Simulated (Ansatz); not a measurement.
# Fields on a plane of MgO (rock salt)

```xyz
2
Lattice="0.0000 2.1269 2.1269 2.1269 0.0000 2.1269 2.1269 2.1269 0.0000" Properties=species:S:1:pos:R:3 pbc="T T T"
O      0.0000     0.0000     0.0000
Mg     2.1269     2.1269     2.1269
```

The slice is a {111} plane (indices of the conventional cell) through the point (0.000, 0.000, 0.000) (fractional), spanned by u = [100] and v = [-1 2 0] in vectors of this cell: u (3.01 Å) and v (5.21 Å, at 90° to u). It covers one period; positions are fractions (u, v).

Atoms on it: O at (0.00, 0.00); O at (0.50, 0.50).

All values below come from PBE (plane waves to 420 eV, PAW, scalar-relativistic; Ansatz, an electronic-structure program). k mesh 13×13×13. Inside the PAW spheres the values are not all-electron values, and peaks at nuclei hang on which shells count as valence. MgO was relaxed with its symmetry unable to fall.

```
|==##@@##--..          ..--##@@##|
|@@@@%%++::..          ..::++%%@@|
|%%##++--..              ..--++##|
|==--::....              ....::--|
|......                      ....|
|                                |
|                                |
|                                |
|            ..........          |
|        ....::--==--::....      |
|        ..--++##%%##++--..      |
|      ..::++%%@@@@@@%%++::..    |
|      ..--##@@##==##@@##--..    |
|      ..==##@@==  ==@@##==..    |
|      ..--##@@##==##@@##--..    |
|      ..::++%%@@@@@@%%++::..    |
|        ..--++##%%##++--..      |
|        ....::--==--::....      |
|            ..........          |
|                                |
|                                |
|                                |
|......                      ....|
|==--::....              ....::--|
|%%##++--..              ..--++##|
|@@@@%%++::..          ..::++%%@@|
|==##@@##--..          ..--##@@##|
|  ==@@##==..          ..==##@@==|
```
Scale: ten equal steps from 0.00 (start of ' ') to 0.63 (end of '@'), in the order ' .:-=+*#%@'. Values: density of the highest valence band (whole band, smooth part) in e/Å³. The map has 16 points along u (two characters each, u = 0 at the left) and 28 along v (v = 0 in the bottom row). 

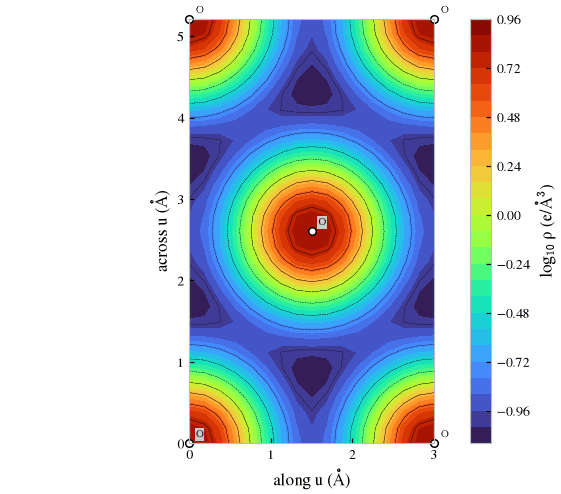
*Log₁₀ of the valence density in e/Å³, one period of the plane, atoms marked. The scale is logarithmic, as a density can span decades between atoms and voids.*
